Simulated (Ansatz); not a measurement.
# Effect of C → B on WC

Base system: WC (space group P-6m2, No. 187; a = 2.9122 Å, c = 2.8362 Å).

One thing is altered: full substitution C → B; the structure is relaxed again.

Calculations: plane-wave PAW DFT at the r2SCAN level (Ansatz, a program for electronic structure, 500 eV), spin-orbit coupling left out. k-mesh 18×18×15 (Γ-centred); smearing 0.05 eV (Fermi–Dirac), for the changed cell.

- Volume per atom = 11.42 Å³ (base 10.42 Å³)
- Density = 14.16 g/cm³ (base 15.61 g/cm³)
- Lattice parameter a = 296.3 pm (base 291.2 pm)
- c/a ratio = 1.014 (base 0.974)
- Space group = P-6m2 (No. 187) (base P-6m2 (No. 187))
- Band gap = zero (base zero)

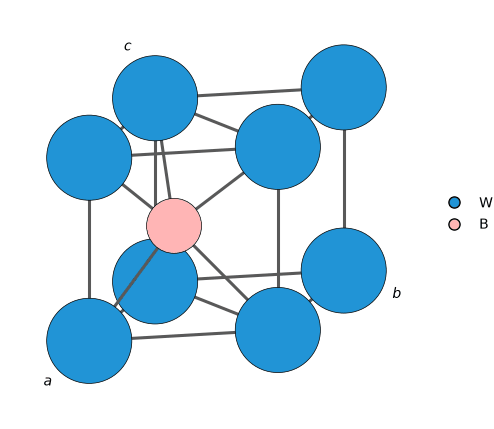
The relaxed conventional cell after the change

Whether these cells are dynamically stable was not tested. As relaxed here, WB is a hypothetical phase, not in the database extracts checked. The final runs are not spin-polarised. An odd electron count without spin: WB.
